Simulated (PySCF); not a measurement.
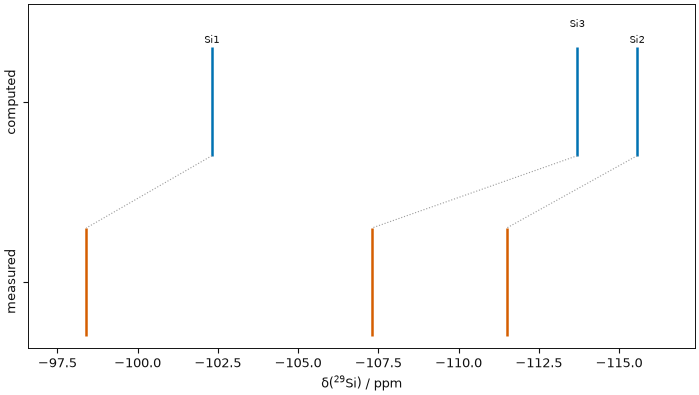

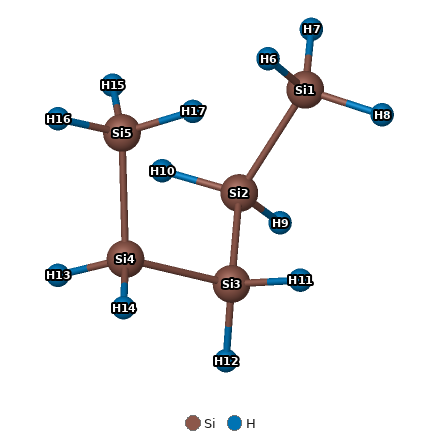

²⁹Si shifts of Si₅H₁₂, SMILES [SiH3][SiH2][SiH2][SiH2][SiH3] against TMS: GIAO PBE0/pcSseg-1 (PySCF 2.14.0) for one gas-phase conformer (PBE0-D3(BJ)/def2-SVP, like atoms averaged; labels name one atom of each set) above, published measurements (unstated) below; dotted lines join the same nuclei. Only nuclei with a measured value are shown, one named for each set of like atoms.

Q: Is the order of the signals reproduced?

A: Yes, no dotted lines cross.

Q: Give the values.

A:
| nucleus | computed | measured |
| --- | --- | --- |
| Si1 | −102.3 | −98.4 |
| Si3 | −113.7 | −107.3 |
| Si2 | −115.6 | −111.5 |
